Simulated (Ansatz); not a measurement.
**One shape, several levels: triplet Si2H5Cl**

Wanted: a comparison of 6 runs (UHF/3-21G, U-r2SCAN0/cc-pVDZ, U-revPBE/cc-pVDZ, UB2PLYP/cc-pVDZ, USVWN5/cc-pVDZ, UBCCD(T)/cc-pVDZ) of triplet Si2H5Cl. 

Program for the calculation: Ansatz 0.2.0.

59 further runs of the same task are left out: 59 set aside as unsound or not needed.

## (1) Starting point

Si2H5Cl has 8 atoms, charge 0, and is taken as a triplet. SMILES of the parent species: `[SiH3][SiH2]Cl`. Geometry: relaxed at PBE0-D4/def2-TZVP. That shape belongs to the parent species and isn't relaxed for this state.

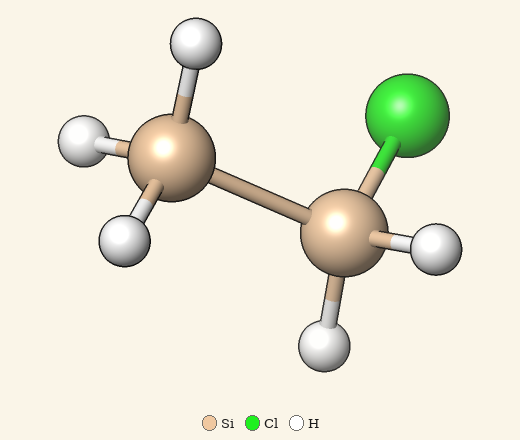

Viewed from a chosen angle; silicon light orange, chlorine green, hydrogen white.

## (2) The energy at UHF/3-21G (run 1)

The input, molecule.yaml:

```yaml
crystal:
  periodic: [false, false, false]
  atoms:
    - {symbol: Si, position_ang: [-0.706500, 0.881800, -0.390300]}
    - {symbol: Si, position_ang: [0.573400, -0.938800, 0.325900]}
    - {symbol: Cl, position_ang: [2.431600, -0.252900, 0.908000]}
    - {symbol: H, position_ang: [-2.053000, 0.410100, -0.813000]}
    - {symbol: H, position_ang: [-0.034300, 1.540700, -1.540000]}
    - {symbol: H, position_ang: [-0.854500, 1.855700, 0.722100]}
    - {symbol: H, position_ang: [-0.041800, -1.622800, 1.491400]}
    - {symbol: H, position_ang: [0.777200, -1.930900, -0.759900]}
basis:
  gaussian: {orbitals: 3-21G.json}
magnetization: {spin_polarized: true, initial_magnetization: 2}
hamiltonian: {xc: hf}
accuracy: high
output: {orbitals: {seedname: orbitals}}
```

The basis set 3-21G is read from a file made from the Basis Set Exchange's data (not shown).

Launch:

```bash
$ ansatz run molecule.yaml --threads 1 --pin off --max-ram 3480MiB --events-out events.jsonl --progress --plain --runs-dir runs
```

Log:

```text
Warning: RAYON_NUM_THREADS=1 ignored (pool sized by the plan → 1); use --threads N
Functional definition: HF
  name "HF"
  exchange = exact_x
  correlation = 0
1106 factors; integrals over basis functions are off by at most 4.4e-9 eV
mean field evaluation 1: about -28156.1260 eV, gradient 1.0e1 eV
mean field evaluation 2: about -28156.1327 eV, gradient 1.0e1 eV
mean field evaluation 4: about -28157.1783 eV, gradient 1.3e0 eV
mean field evaluation 8: about -28157.2277 eV, gradient 1.2e-1 eV
mean field evaluation 16: about -28157.2312 eV, gradient 2.5e-8 eV
mean field evaluation 32: about -28155.2356 eV, gradient 7.2e0 eV
mean field evaluation 64: about -28157.2020 eV, gradient 1.9e-1 eV
mean field evaluation 96: about -28156.7324 eV, gradient 1.2e0 eV
mean field evaluation 128: about -28157.2311 eV, gradient 2.1e-2 eV
mean field -28157.23123277 eV, -1034.7591621476 hartree, gradient 5.3e-8 eV, S^2 2.014230; 3 other end points of the search recorded, 0 dependent functions left out
reference -28157.23123277 eV, -1034.7591621476 hartree; 26, 24 occupied and 23, 25 virtual orbitals, 1106 factors
Total energy: -28157.23123277 eV, -1034.7591621476 hartree
```

Run time: 2.4 s. Hardware: 1 thread of Arm Neoverse V1, shared host; peak memory 0.14 GiB.

## (3) A single-point energy at U-r2SCAN0/cc-pVDZ (run 2)

The input, in.yaml:

```yaml
crystal:
  periodic: [false, false, false]
  atoms:
    - {symbol: Si, position_ang: [-0.706500, 0.881800, -0.390300]}
    - {symbol: Si, position_ang: [0.573400, -0.938800, 0.325900]}
    - {symbol: Cl, position_ang: [2.431600, -0.252900, 0.908000]}
    - {symbol: H, position_ang: [-2.053000, 0.410100, -0.813000]}
    - {symbol: H, position_ang: [-0.034300, 1.540700, -1.540000]}
    - {symbol: H, position_ang: [-0.854500, 1.855700, 0.722100]}
    - {symbol: H, position_ang: [-0.041800, -1.622800, 1.491400]}
    - {symbol: H, position_ang: [0.777200, -1.930900, -0.759900]}
basis:
  gaussian:
    orbitals: cc-pVDZ
total_charge: 0
magnetization:
  spin_polarized: true
  initial_magnetization: 2
hamiltonian:
  xc: {name: r2SCAN0}
accuracy: high
output: {orbitals: {seedname: orbitals}}
```

Launch:

```bash
$ ansatz run in.yaml --threads 1 --pin off --max-ram 3480MiB --events-out events.jsonl --progress --plain --runs-dir runs
```

Log:

```text
Warning: RAYON_NUM_THREADS=1 ignored (pool sized by the plan → 1); use --threads N
Functional definition: r2SCAN0
  name "r2SCAN0"
  parameter a = 0.25
  parameter k0 = 0.174
  parameter k1 = 0.065
  parameter a1 = 4.9479
  exchange = (1 - a)*r2scan_x(k0 = k0, k1 = k1, a1 = a1) + a*exact_x
  correlation = r2scan_c
1854 factors; integrals over basis functions are off by at most 3.8e-9 eV
mean field evaluation 1: about -28351.3064 eV, gradient 6.1e0 eV
mean field evaluation 2: about -28351.5393 eV, gradient 5.2e0 eV
mean field evaluation 4: about -28351.7517 eV, gradient 8.2e-1 eV
mean field evaluation 8: about -28351.9244 eV, gradient 2.8e-1 eV
mean field evaluation 16: about -28351.9269 eV, gradient 3.4e-3 eV
mean field evaluation 32: about -28351.9269 eV, gradient 3.5e-7 eV
mean field -28351.92691440 eV, -1041.9140964779 hartree, gradient 6.2e-8 eV, S^2 2.006409; 4 other end points of the search recorded, 0 dependent functions left out
reference -28351.92691620 eV, -1041.9140965439 hartree; 26, 24 occupied and 53, 55 virtual orbitals, 1854 factors
Total energy: -28351.92691620 eV, -1041.9140965439 hartree
```

Run time: 50 s. Hardware: 1 thread of Arm Neoverse V1, shared host; peak memory 0.54 GiB.

Runs 3 to 5 aren't shown in full; the table further down has their settings and results.

## (4) The energy at UBCCD(T)/cc-pVDZ (run 6)

The input, input.yaml:

```yaml
crystal:
  periodic: [false, false, false]
  atoms:
    - {symbol: Si, position_ang: [-0.706500, 0.881800, -0.390300]}
    - {symbol: Si, position_ang: [0.573400, -0.938800, 0.325900]}
    - {symbol: Cl, position_ang: [2.431600, -0.252900, 0.908000]}
    - {symbol: H, position_ang: [-2.053000, 0.410100, -0.813000]}
    - {symbol: H, position_ang: [-0.034300, 1.540700, -1.540000]}
    - {symbol: H, position_ang: [-0.854500, 1.855700, 0.722100]}
    - {symbol: H, position_ang: [-0.041800, -1.622800, 1.491400]}
    - {symbol: H, position_ang: [0.777200, -1.930900, -0.759900]}
basis:
  gaussian:
    orbitals: cc-pVDZ
magnetization:
  spin_polarized: true
  initial_magnetization: 2
correlation:
  method: bccd_t
  frozen_orbitals: {Cl: 5, H: 0, Si: 5}
accuracy: high
scf:
  omitted_lower_state_checks: [cluster_reference, increment]
```

Launch:

```bash
$ ansatz run input.yaml --threads 1 --pin off --max-ram 3480MiB --events-out events.jsonl --progress --plain --runs-dir runs
```

Log:

```text
Warning: RAYON_NUM_THREADS=1 ignored (pool sized by the plan → 1); use --threads N
[... 13 lines left out ...]
15 core orbitals not correlated: weight in the atoms' cores, before any rotation towards them, 1.000 or more for the frozen orbitals, at most 0.000 for the correlated occupied ones
[... 42 lines left out ...]
Total energy: -28313.21853978 eV, -1040.4915899482 hartree
Checks for a lower state left out: cluster_reference, increment
```

Wall time 58 s (1 thread of Arm Neoverse V1, shared host); peak memory 0.76 GiB.

## (5) Overview of the runs

| run | level | frozen core orbitals | energy (Eh) | HOMO energy (eV) | ⟨S²⟩ | wall time |
| --- | --- | --- | --- | --- | --- | --- |
| 1 | UHF/3-21G | – | -1034.759162 | -4.23 | 2.014 | 2.4 s |
| 2 | U-r2SCAN0/cc-pVDZ | – | -1041.914097 | -2.76 | 2.006 | 50 s |
| 3 | U-revPBE/cc-pVDZ | – | -1041.813402 | -1.74 | 2.003 | 15 s |
| 4 | UB2PLYP/cc-pVDZ | 15 | -1041.587467 | -3.12 | 2.007 | 22 s |
| 5 | USVWN5/cc-pVDZ | – | -1038.165411 | -1.77 | 2.001 | 9.3 s |
| 6 | UBCCD(T)/cc-pVDZ | 15 | -1040.491590 | – | 2.010 | 58 s |

## (6) Outcome

| quantity | value |
| --- | --- |
| run 6: total energy | -1040.49159 Eh |
| run 6: correlation energy (15 core orbitals frozen) | -404.4 mEh |
| run 6: (T) correction | -12.25 mEh |
| run 6: ⟨S²⟩ of the reference determinant | 2.010 |

**Reading.** Totals of different functionals can't be ranked against each other. All runs together took 2.6 min, the longest 58 s.
